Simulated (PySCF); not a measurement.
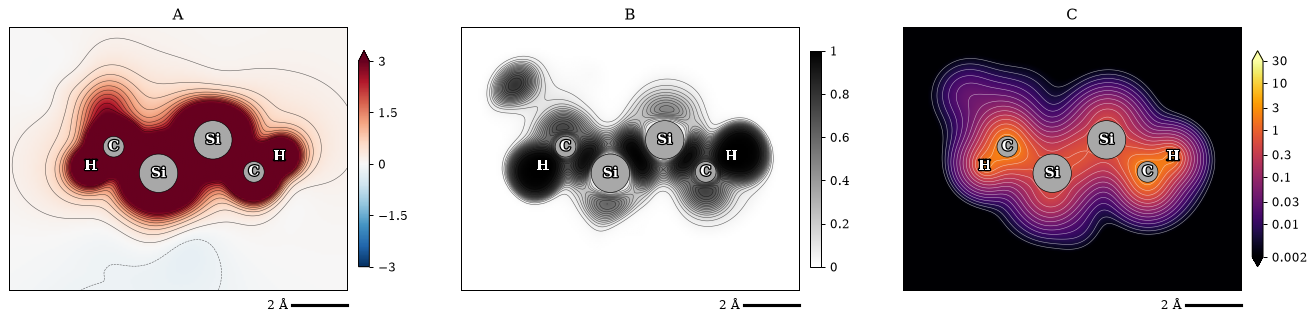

C₃H₁₁F₃Si₃: 3 fields on the plane of atoms Si2, Si3 and C4, with unlabelled colour scales. Grey discs cover the atomic cores.

Geometry: GFN2-xTB.

Theory: PySCF 2.14.0, PBE0/pcSseg-1, SCF density, gas phase, non-relativistic.

### Which field does each panel show? The fields are: electron density, electron localisation function and electrostatic potential.

Panel A: electrostatic potential (strongly positive close to the atoms and fading to about zero outside). Panel B: electron localisation function. Panel C: electron density. From the grid: C–Si (1.90 Å): ρ at the midpoint is about 0.89 e/Å³; the ELF peaks at about 0.95 between the atoms, as expected for a covalent bond. Si–Si (2.32 Å): the density is about 0.67 e/Å³ at the midpoint; the ELF peaks at about 1 between the atoms; localised, covalent bonding.
